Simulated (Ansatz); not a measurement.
## S2 (sulfur dimer): the energy, rung by rung

S2: 2 atoms, total charge 0, spin state triplet. SMILES: `S=S`. The bond length is the measured one.

```xyz
2

S     0.0000    0.0000    0.0000
S     0.0000    0.0000    1.8892
```

Quantity: the energy change with the S1–S2 bond stretched from 1.889 to 2.361 Å, in eV. The values are calculated.

```tsv
level	kind	program	value (eV)
UHF/STO-3G	Hartree–Fock	Ansatz	1.36
U-revPBE/STO-3G	GGA	Ansatz	1.45
UBLYP/STO-3G	GGA	Ansatz	1.29
UB3LYP/STO-3G	global hybrid	Ansatz	1.72
UBHLYP/STO-3G	global hybrid	Ansatz	1.92
RPA@PBE/STO-3G	RPA	Ansatz	1.10
UBCCD(T)/STO-3G	coupled cluster or CI	Ansatz	1.58
UCCSD(T)/STO-3G	coupled cluster or CI	Ansatz	1.38
```

The first shape isn't each level's own minimum. The values span 1.10 to 1.92 eV. Spin contamination of the reference (⟨S²⟩ at least 0.1 too high) touches UHF/STO-3G, UBCCD(T)/STO-3G, UCCSD(T)/STO-3G. The coupled-cluster rows rest on a doubtful reference here (large T1 or Brueckner and Hartree–Fock orbitals at odds), and rows may lie in different states. All rows use very small basis sets, so none should be taken for the real molecule's value.

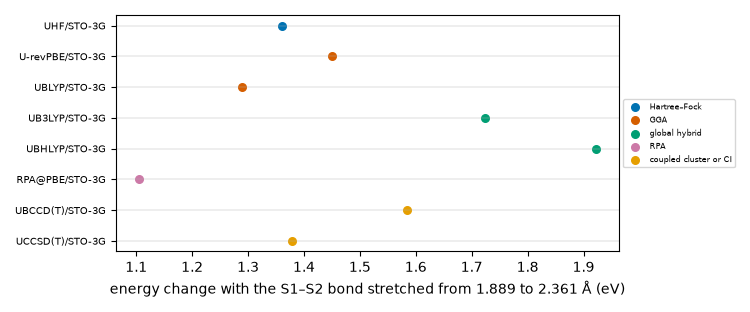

The values of the table, level by level.
